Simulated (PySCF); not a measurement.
Consider C3H7BCl2Ge (SMILES [CH3][GeH2]/[CH]=C\B(Cl)Cl).

Input file:

```
{"job": {"kind": "uv", "xc": "PBE0", "basis": "def2-SVPD", "nstates": 8, "ntriplets": 3}, "charge": 0, "multiplicity": 1}
C     -2.132305     0.063719     0.488112
Ge    -0.789916    -0.828518    -0.647649
C      0.727054     0.320789    -1.138370
C      1.781254     0.694076    -0.403158
B      2.017756     0.251477     1.053467
Cl     0.847937    -0.718516     1.841056
Cl     3.433299     0.716445     1.911459
H     -2.398334     1.019906     0.045545
H     -3.030131    -0.545231     0.535743
H     -1.779862     0.237287     1.498264
H     -0.401877    -2.207523    -0.200775
H     -1.455935    -1.047299    -1.993555
H      0.659594     0.696257    -2.153853
H      2.520786     1.346660    -0.858450
```

Launched as:

```sh
OMP_NUM_THREADS=1 python probes_run.py task.json out
```

Geometry: GFN2-xTB.

These are results of PySCF 2.14.0, PBE0/def2-SVPD, SCF density, gas phase, not measurements.

### What will maps of the electron density and electron localisation function show?

C–C (1.34 Å): the density is about 2.3 e/Å³ at the midpoint; the ELF peaks at about 0.95 between the atoms (a multiple bond).
C–B (1.54 Å): the density is about 1.5 e/Å³ at the midpoint; the ELF peaks at about 1 between the atoms, as expected for a covalent bond.
B–Cl (1.71 Å): the density is about 1.4 e/Å³ at the midpoint; the ELF peaks at about 0.90 between the atoms; a polar covalent bond.
C–Ge (1.97 Å): ρ is about 0.86 e/Å³ halfway; the ELF peaks at about 0.95 in the valence shell of C, 0.7 Å from its nucleus, and is about 0.70 at the midpoint.

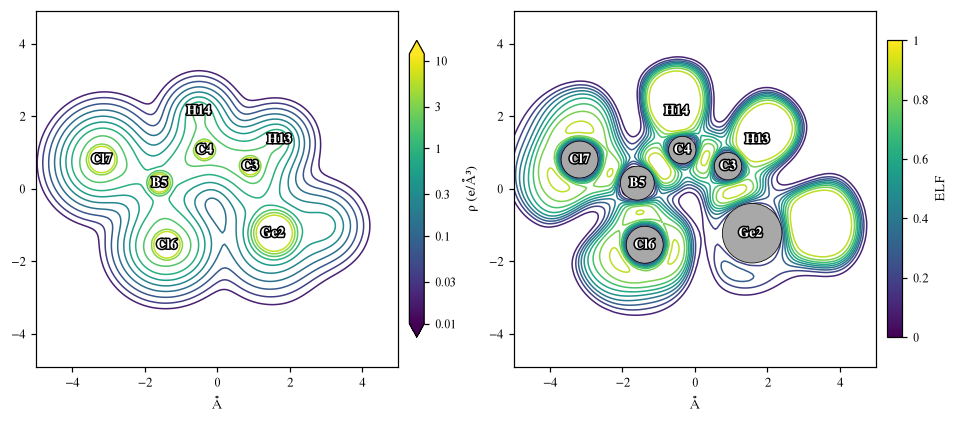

Computed electron density and electron localisation function on the plane of atoms C4, B5 and Cl7, in this order. Grey discs cover the atomic cores in the ELF map. 
